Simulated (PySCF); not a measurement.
C3H8N, doublet, SMILES `CCC[NH]`.

Computed with PySCF, PBE0/6-311+G**, geometry: GFN2-xTB. No frequency check shows the geometry to be a minimum. GFN2-xTB doesn't know the spin state, so this open-shell geometry is rough.

Input

```python
import numpy as np
from pyscf import gto, scf, dft
from pyscf.scf import atom_ks, atom_hf
from scipy.linalg import block_diag

def solve(mol, dm0=None, hcore=None):
    mf = (dft.UKS if mol.spin else dft.RKS)(mol, xc='pbe0')
    mf.grids.level = 3
    mf = mf.density_fit(auxbasis='def2-universal-jkfit')
    mf.conv_tol, mf.max_cycle = 1e-8, 80
    if hcore is not None:
        mf.get_hcore = lambda *args: hcore
    mf.kernel(dm0)
    if not mf.converged:
        mf = mf.newton().run(mf.mo_coeff, mf.mo_occ, max_cycle=30)
    assert mf.converged, 'SCF not converged'
    return mf

mol = gto.M(atom='''
C      1.83385     0.17677    -0.00037
C      0.49446    -0.54809     0.00046
C     -0.68141     0.42585     0.00059
N     -1.90587    -0.23778    -0.00095
H      1.93176     0.80750     0.88188
H      1.93207     0.80543    -0.88317
H      2.65208    -0.53895     0.00059
H      0.41304    -1.18696     0.88101
H      0.41335    -1.18903    -0.87814
H     -0.59939     1.11118     0.86888
H     -0.59909     1.10913    -0.87177
H     -2.68410     0.41898     0.00327
''', basis='6-311+g**', charge=0, spin=1, verbose=4)
mf = solve(mol)
out = dict(e0=mf.e_tot, dm0=mf.make_rdm1(), c=mf.mo_coeff, occ=mf.mo_occ, eps=mf.mo_energy)
for name, dq, spin in [('cation', 1, 0), ('anion', -1, 0)]:
    ion = mol.copy().set(charge=mol.charge + dq, spin=spin).build()
    mi = solve(ion)
    if spin and dq > 0 and mol.nao < 130:
        c, _, stable, _ = mi.stability(return_status=True)
        if not stable:
            mi = solve(ion, mi.make_rdm1(c, mi.mo_occ))
    print(name, 'vertical energy change / eV', (mi.e_tot - mf.e_tot) * 27.211386)
    out.update({'e_' + name: mi.e_tot, 'dm_' + name: mi.make_rdm1(), 's2_' + name: mi.spin_square()[0], 'eps_' + name: mi.mo_energy, 'occ_' + name: mi.mo_occ})
# spherically averaged free atoms, for the promolecule
atm = atom_ks.get_atm_nrks(mol, xc='pbe0')
pro = block_diag(*[(atm[a[0]][2] * atm[a[0]][3]) @ atm[a[0]][2].T for a in mol._atom])
np.savez('result.npz', pro=pro, **out)
```

Run with:

```sh
OMP_NUM_THREADS=1 python input.py
```

The run took 21 s on 1 thread of AMD EPYC 9B45 (Zen 5), on a shared host, peak memory 0.6 GiB.

Partitions, critical points and surface values were worked out afterwards from this run's density.

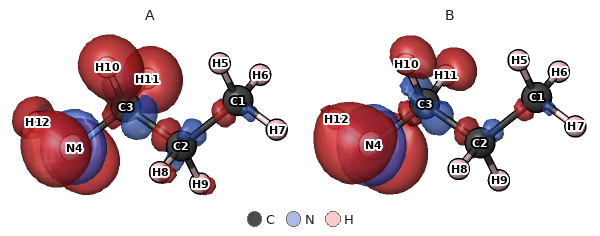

The two Fukui functions at ±0.04 e/Å³ (red positive, blue negative).

Q: Which panel is f⁻ (electron removed) and which f⁺ (electron added)?

A: A is f⁻, B is f⁺. f⁻ (Hirshfeld-condensed) is largest on N4 (0.37); the vertical ionisation energy is 10.14 eV (to the singlet cation, which needn't be its lowest state). f⁺ (Hirshfeld-condensed) is largest on N4 (0.43); the vertical electron affinity is 0.22 eV (to the singlet anion, which needn't be its lowest state; the anion's highest orbital has positive energy, so this value and f⁺ depend on the basis).
